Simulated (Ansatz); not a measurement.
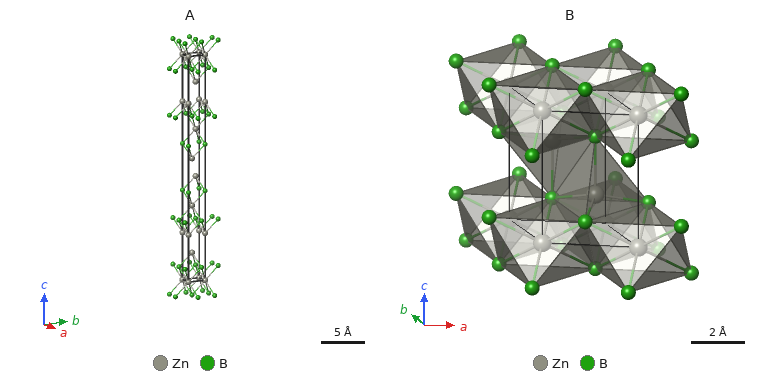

Two structures of Zn$_{3}$B$_{2}$, each relaxed to rest (conventional cells in solid outline, small ones repeated, not to one scale). Method: DFT PBE, scalar-relativistic, plane waves, PAW (Ansatz 0.2.0), without spin polarisation.

What are A and B?

Answer. A: 15 atoms a cell on a rhombohedral (trigonal R) lattice, R-3m. B: 5 atoms a cell on a primitive hexagonal lattice, P-3m1.

Which of the two does the method prefer?

Answer. B is lower, by 127 meV/atom at this level of theory (energies at zero smearing). Volumes: A 11.7, B 12.2 Å³/atom.

One or both may be structure types tried for this composition rather than known phases.
